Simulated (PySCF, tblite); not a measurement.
# BClFH: geometry, vibrations

Aim: compute the geometry, vibrations of BClFH (`FBCl`).

Programs: tblite 0.8.0 and PySCF 2.14.0, with routines of our own; each step states its level. All values are computed. Atoms count from 0.

## Step 1: The starting structure

4 atoms, charge 0, multiplicity 1; geometry from: start built from the parent or by distance geometry.

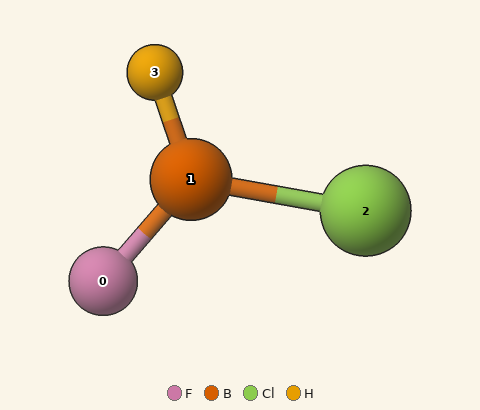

The starting geometry (fluorine pink, boron orange, chlorine green, hydrogen amber).

## Step 2: Relaxing the molecule with GFN2-xTB

The job: settings as JSON, then the geometry in Å.

```
{"job": {"kind": "relax", "xc": "GFN2-xTB", "basis": "xTB"}, "charge": 0, "multiplicity": 1}
F     -1.078200    -0.980300    -0.025500
B     -0.124900     0.078400     0.038000
Cl     1.703100    -0.299500    -0.013500
H     -0.479500     1.210900    -0.044700
```

Run with:

```sh
$ OMP_NUM_THREADS=1 python redox_run.py task.json out
```

One launch serves the whole session: the jobs run in the order shown.

The log of the run:

```text
step      E/eV     max force
  0    -301.58720    3.562
  1    -301.86446    1.982
  2    -302.00048    3.088
  3    -302.07768    0.790
  4    -302.09156    0.264
  5    -302.09416    0.202
  6    -302.09959    0.206
  7    -302.10070    0.121
  8    -302.10098    0.027
  9    -302.10101    0.026
 10    -302.10106    0.035
 11    -302.10109    0.025
 12    -302.10110    0.007
```

Wall time 0.03 s (1 thread of Arm Neoverse V1, shared host).

Along the way:

```tsv
step	energy from step 0 (eV)	largest force (eV/Å)
0	0.0000	3.5619
1	-0.2773	1.9819
2	-0.4133	3.0879
3	-0.4905	0.7902
4	-0.5044	0.2638
5	-0.5070	0.2021
6	-0.5124	0.2058
7	-0.5135	0.1208
8	-0.5138	0.0274
9	-0.5138	0.0260
10	-0.5139	0.0352
11	-0.5139	0.0250
12	-0.5139	0.0073
```

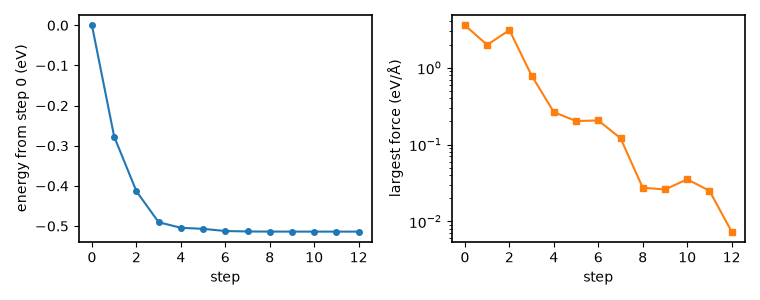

Energy and force, step by step.

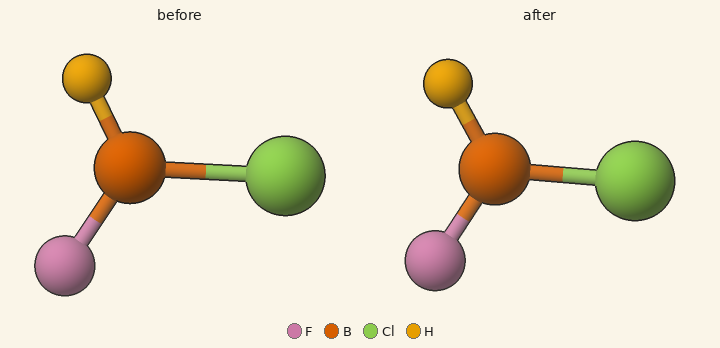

Before and after, at one scale.

Distances of close pairs at the start and the end, largest changes first:

```tsv
bond	before (Å)	after (Å)	change (Å)
B1–Cl2	1.867	1.689	-0.178
F0–B1	1.426	1.316	-0.110
B1–H3	1.190	1.172	-0.018
```

The end geometry stands in the next job.

## Step 3: Infrared spectrum with GFN2-xTB

The job: settings as JSON, then the geometry in Å.

```
{"job": {"kind": "ir", "xc": "GFN2-xTB", "basis": "xTB"}, "charge": 0, "multiplicity": 1}
F     -0.960327    -0.913769    -0.007199
B     -0.086930     0.070508    -0.012447
Cl     1.557070    -0.318248    -0.000030
H     -0.489345     1.171054    -0.026032
```

The log of the run:

```text
mode    cm-1     km/mol
  1     367.9     13.59
  2     696.2     58.45
  3     747.1     25.88
  4    1025.0     74.29
  5    1201.3    398.76
  6    2627.6     67.68
ZPE 39.866  H(298)-E 51.361  G(298)-E -27.116 kJ/mol  S 263.21 J/(mol K)
```

Run time: 0.07 s. Hardware: 1 thread of Arm Neoverse V1, shared host.

Which atoms move in the most intense modes:

```tsv
cm⁻¹	km/mol	atoms
368	13.6	F0 51 %, Cl2 31 %, B1 16 %
696	58.5	H3 61 %, B1 36 %
747	25.9	B1 63 %, Cl2 23 %, H3 12 %
1025	74.3	H3 85 %
1201	398.8	B1 65 %, F0 32 %
2628	67.7	H3 92 %
```

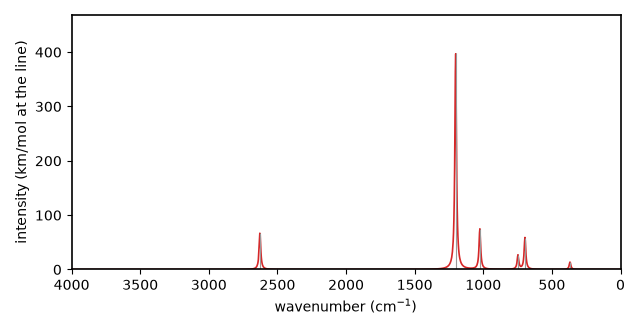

The infrared spectrum from these modes, unscaled. Lines are broadened to a width of 14 cm⁻¹ (Lorentzian).

## Step 4: Optimising the geometry at PBE0-D3(BJ)/ma-def2-SVP

The job: settings as JSON, then the geometry in Å.

```
{"job": {"xc": "PBE0", "basis": "ma-def2-SVP", "d3": "d3bj", "grid": 1, "kind": "geom"}, "charge": 0, "multiplicity": 1}
F     -0.960327    -0.913769    -0.007199
B     -0.086930     0.070508    -0.012447
Cl     1.557070    -0.318248    -0.000030
H     -0.489345     1.171054    -0.026032
```

The log of the run:

```text
step   0  E = -585.06854549  max force = 0.030187
step   1  E = -585.07046367  max force = 0.010744
step   2  E = -585.07070897  max force = 0.001618
step   3  E = -585.07072781  max force = 0.000671
step   4  E = -585.07073213  max force = 0.001672
step   5  E = -585.07074017  max force = 0.000738
step   6  E = -585.07074503  max force = 0.000394
optimisation converged
```

It took 5 s on 1 thread of Arm Neoverse V1, shared host; peak memory 0.28 GiB.

Along the way:

```tsv
step	energy from step 0 (eV)	largest force component (eV/Å)
0	0.0000	1.5523
1	-0.0522	0.5525
2	-0.0589	0.0832
3	-0.0594	0.0345
4	-0.0595	0.0860
5	-0.0597	0.0379
6	-0.0599	0.0203
```

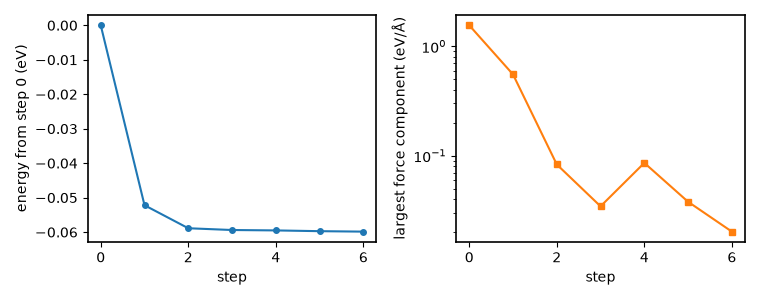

Energy and largest force along the relaxation.

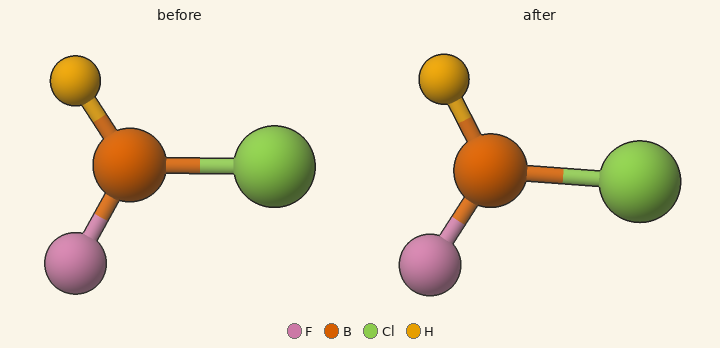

The geometry before (left) and after (right).

Close pairs (by a distance rule), those that changed most:

```tsv
bond	before (Å)	after (Å)	change (Å)
B1–Cl2	1.689	1.748	+0.059
B1–H3	1.172	1.201	+0.029
F0–B1	1.316	1.314	-0.002
```

The final coordinates are the input of the step that follows.

```tsv
at the end point	value
point group (found at 0.08 Å tolerance)	Cs
rotational constants (GHz, main isotopes)	61.035, 5.591, 5.122
dipole moment (D)	0.84
```

## Step 5: Harmonic vibrations (BClFH): PBE0-D3(BJ)/ma-def2-SVP

The job: settings as JSON, then the geometry in Å.

```
{"job": {"xc": "PBE0", "basis": "ma-def2-SVP", "d3": "d3bj", "grid": 2, "kind": "hessian"}, "charge": 0, "multiplicity": 1}
F     -1.037962    -0.848061    -0.011551
B     -0.102941     0.074679    -0.011833
Cl     1.569481    -0.433537     0.001342
H     -0.397596     1.238923    -0.020962
```

The log of the run:

```text
coarse grid: 4416 points
cycle   1  E = -584.9809181138  dE =  1.931e-01  |g| = 3.904e-01  |ddm| = 1.957e+00
cycle   2  E = -584.9487450176  dE =  3.217e-02  |g| = 5.999e-01  |ddm| = 7.116e-01
cycle   3  E = -585.0100609892  dE = -6.132e-02  |g| = 3.789e-02  |ddm| = 4.071e-01
cycle   4  E = -585.0103297603  dE = -2.688e-04  |g| = 1.644e-02  |ddm| = 5.649e-02
cycle   5  E = -585.0104022870  dE = -7.253e-05  |g| = 2.156e-03  |ddm| = 2.368e-02
cycle   6  E = -585.0104036388  dE = -1.352e-06  |g| = 4.012e-04  |ddm| = 4.795e-03
final grid: 39936 points
cycle   7  E = -585.0706147383  dE = -2.037e-05  |g| = 1.591e-03  |ddm| = 1.661e-02
cycle   8  E = -585.0706150952  dE = -3.569e-07  |g| = 1.253e-03  |ddm| = 3.612e-03
cycle   9  E = -585.0706154057  dE = -3.105e-07  |g| = 3.230e-04  |ddm| = 1.243e-03
cycle  10  E = -585.0706154221  dE = -1.639e-08  |g| = 8.754e-05  |ddm| = 2.673e-04
cycle  11  E = -585.0706154235  dE = -1.458e-09  |g| = 1.118e-05  |ddm| = 7.844e-05
cycle  12  E = -585.0706154236  dE = -3.081e-11  |g| = 3.498e-06  |ddm| = 1.731e-05
converged SCF energy = -585.0706154236

mode    cm-1
  1     396.9
  2     811.7
  3     838.7
  4    1084.4
  5    1315.2
  6    2704.0
ZPE 42.772  H(298)-E 53.981  G(298)-E -24.216 kJ/mol  S 262.27 J/(mol K)
```

It took 11 s on 1 thread of Arm Neoverse V1, shared host; peak memory 0.75 GiB.

Zero-point energy 42.77 kJ/mol (xTB gave 39.87).

## Step 6: Summary of results

```
                                 quantity                  value
strongest single infrared mode (GFN2-xTB)  1201 cm⁻¹, 399 km/mol
             zero-point energy (GFN2-xTB)           9.5 kcal/mol
                              point group                     Cs
     rotational constants (main isotopes)  61.03, 5.59, 5.12 GHz
```

**Reading.** All 6 modes are real, so the xTB geometry is a minimum. The strongest single mode, at 1201 cm⁻¹, moves mainly B1. GFN2-xTB is a fitted tight-binding method: band positions and strengths are rough. Its intensities can rank the bands wrongly. The optimisation took 6 steps and gained 0.060 eV; among the close pairs (by a distance rule), B1–Cl2 changed most, from 1.689 to 1.748 Å (PBE0/ma-def2-SVP).
